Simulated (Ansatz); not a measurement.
# Quasi-harmonic thermodynamics of GaC (hypothetical, P4/mmm)

Aim: the lattice, expansion, heat capacity and bulk modulus of GaC (hypothetical) as it warms. The compound is hypothetical: it was made by swapping elements on a known structure type.

Method: DFT PBEsol, scalar-relativistic, plane waves, PAW, in Ansatz 0.2.0.

## (1) Set-up

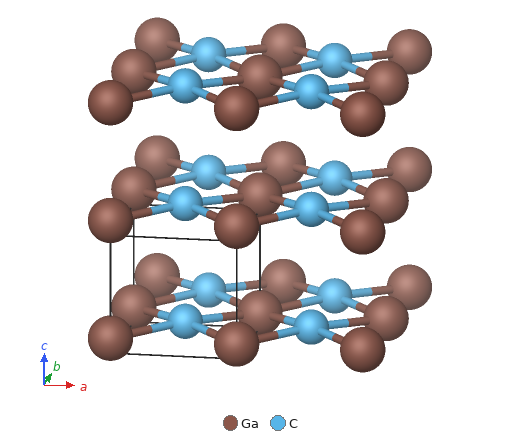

The cell as given, slightly off an axis (gallium brown, carbon blue). 2×2×3 cells are drawn. Some periodic images of atoms are drawn too.

Structure file:

```cif
data_structure
_symmetry_space_group_name_H-M 'P 1'
_symmetry_Int_Tables_number 1
_cell_length_a 3.0394
_cell_length_b 3.0394
_cell_length_c 2.8795
_cell_angle_alpha 90.000
_cell_angle_beta 90.000
_cell_angle_gamma 90.000
_cell_volume 26.60
loop_
_atom_site_label
_atom_site_type_symbol
_atom_site_fract_x
_atom_site_fract_y
_atom_site_fract_z
_atom_site_occupancy
Ga1 Ga 0.00000 0.00000 0.12742 1
C2 C 0.50000 0.50000 0.16259 1
```

## (2) Probe on a coarse mesh

Before spending time, one coarse run tells the gap and the pressure of the starting cell.

input.yaml

```yaml
crystal:
  lattice:
    - [3.03936, 0.0, 0.0]
    - [0.0, 3.03936, 0.0]
    - [0.0, 0.0, 2.87948]
  atoms:
    - { symbol: Ga, position: [0.0, 0.0, 0.127415] }
    - { symbol: C, position: [0.5, 0.5, 0.162585] }
kpoints:
  mp_grid: { grid: [6, 6, 6] }
hamiltonian:
  xc: pbesol
scf:
  occupations: { method: gaussian, width: 0.1 }
output:
  forces: true
  stress: true
  eigenvalues: true
```

Started as:

```bash
$ ansatz run input.yaml --threads 4 --pin off --max-ram 8192MiB --backend cpu --events-out ev --progress --plain --runs-dir out
```

Planned after this: A loose first relaxation; finding the static equilibrium; relaxing to small residual forces and stress; an input with a fault; the quasi-harmonic study, q-mesh 2×2×2; phonons on strained cells, q-mesh 4×4×4; phonons of the refused cell.

Before running: what should come out for the lowest frequency at the solved wavevectors?

The relaxation moved the crystal from P4mm to P4/mmm; the results are of the latter. With imaginary harmonic modes at the relaxed cell the quasi-harmonic free energy is undefined, so no expansion is obtained for this phase at this level. The softest solved mode is 460i cm⁻¹ at q = (0.25, -0.5, -0.5), and 17 of 18 solved wavevectors carry a mode beyond 8i cm⁻¹.

| Item | Value |
| --- | --- |
| lowest frequency at the solved wavevectors | -460 cm⁻¹ |

In a metal soft modes also hang on the k-mesh and the smearing, which were not converged here. The PAW files were made for PBE and are used here under another functional, for which the program regenerates the frozen cores.

[Logs are printed without paths, hosts, clocks, repeated set-up lines and the standing remarks that a program may print on its own settings, such as how far it seeks lower states.]

[Hosts, paths, dates, database ids (printed as entryN), source tags and the programs' standing remarks are cut or masked in the printed files.]

[A step with changed settings may run another functional than the one named; its input shows which.]

[Pressures of single members of a volume series are the stress at the run's cutoff; with an incomplete basis they can lie off −dE/dV of the same runs, and they are not shown converged.]
